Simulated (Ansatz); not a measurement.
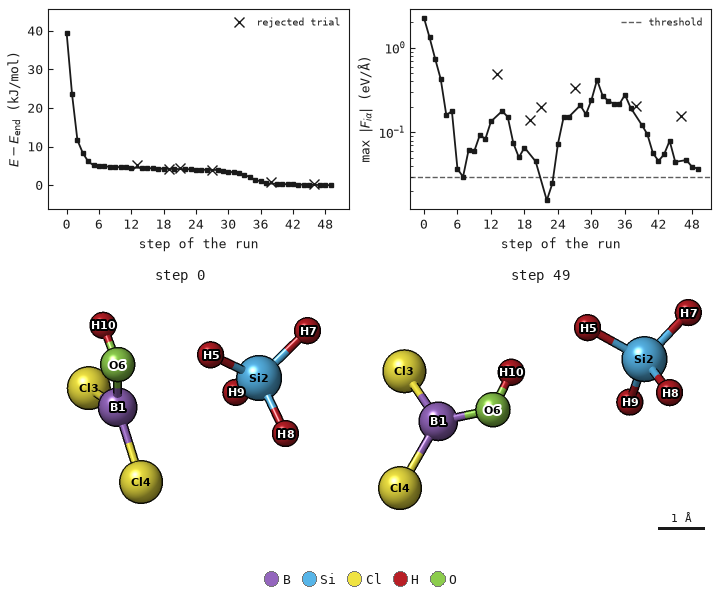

First and last geometry of a relaxation of BSiH$_{5}$OCl$_{2}$, with the history of the run. A ball-and-stick model, seen at a tilt.

The run prepares an end point of a later path (reaction) calculation, from a guessed geometry.

Theory: RKS B3LYP/6-31G* in Ansatz. (no spin polarisation; force threshold 0.03 eV/Å; at most 50 steps)

### Read the history and describe the run.

The relaxation stopped without meeting its thresholds, so the last structure isn't shown to be converged. It used up its limit of 50 steps. The atom that moves furthest after the best rigid fit is Cl4 (2.24 Å). By element the largest moves are Cl 2.24 Å, H 1.53 Å, O 1.12 Å, B 0.93 Å, Si 0.70 Å. Near-neighbour distances that change, for instance: B1–O6 1.417 → 1.344 Å, Si2–H5 1.444 → 1.492 Å, Si2–H7 1.494 → 1.485 Å, B1–Cl3 1.774 → 1.781 Å. Bond angles that change, for instance: B1–O6–H10 110.6° → 113.6°. Over 43 accepted moves (49 points after the start) the energy falls by 39.4 kJ/mol. The largest force component goes from 2.3 to 0.037 eV/Å. The line search rejected the trial steps at points 13, 19, 21, 27, 38, 46 of the run. The forces were under the threshold at step 7, but the run went on from there.

Limits of the set-up: the start holds two separate molecules, 2.3 Å apart at their closest, whose relative position is a soft coordinate and is computed without a dispersion correction.
